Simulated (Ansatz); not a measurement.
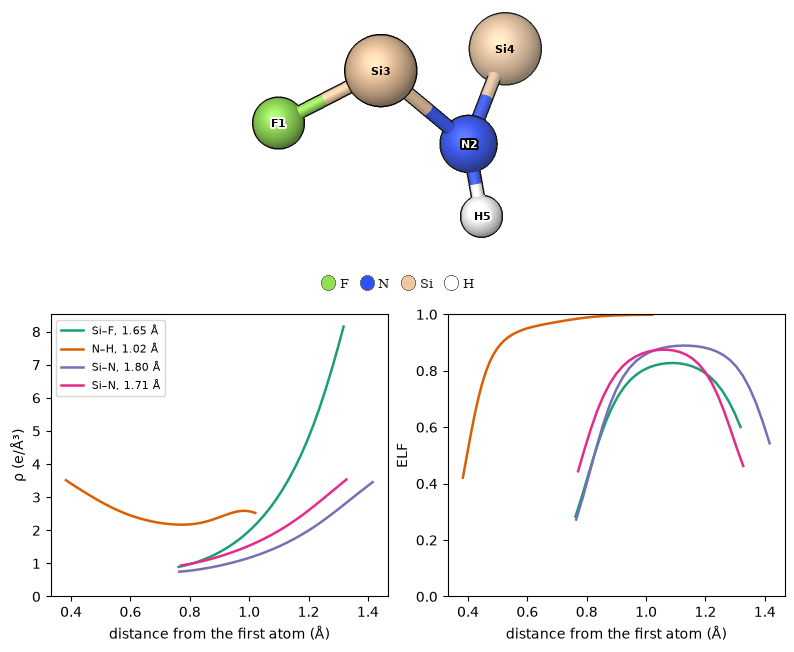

Figure 1: FHNSi₂ (doublet). Total electron density and ELF along straight lines between neighbouring atoms. The curves leave out the atomic cores. The structure is drawn too.

Geometry: PBE0-D3(BJ)/def2-SVP.

All numbers below come from Ansatz 0.2.0, isolated molecule in a Gaussian basis; Kohn-Sham density functional theory, functional PBE0.

```
atom    x (Å)    y (Å)    z (Å)
   F  -1.1727  -3.6497  -1.9854
   N  -0.8077  -1.0641  -1.3902
  Si  -1.6997  -2.5417  -0.8856
  Si  -2.2599  -0.2409  -1.7737
   H   0.1668  -0.8473  -1.6008
```

Compare the contacts.

Answer. Si–F (1.65 Å): ρ at the midpoint is about 1 e/Å³; the ELF peaks at about 0.85 in the valence shell of F, 0.6 Å from its nucleus, and is about 0.50 at the midpoint.
N–H (1.02 Å): the density is about 2.8 e/Å³ at the midpoint; the ELF climbs to about 1 towards the hydrogen, as it does in any bond to H: an ordinary covalent bond to hydrogen.
Si–N (1.80 Å): ρ is about 0.93 e/Å³ halfway; the ELF peaks at about 0.90 between the atoms; a polar covalent bond.
Si–N (1.71 Å): the density is about 1.1 e/Å³ at the midpoint; the ELF peaks at about 0.85 between the atoms; a polar covalent bond.
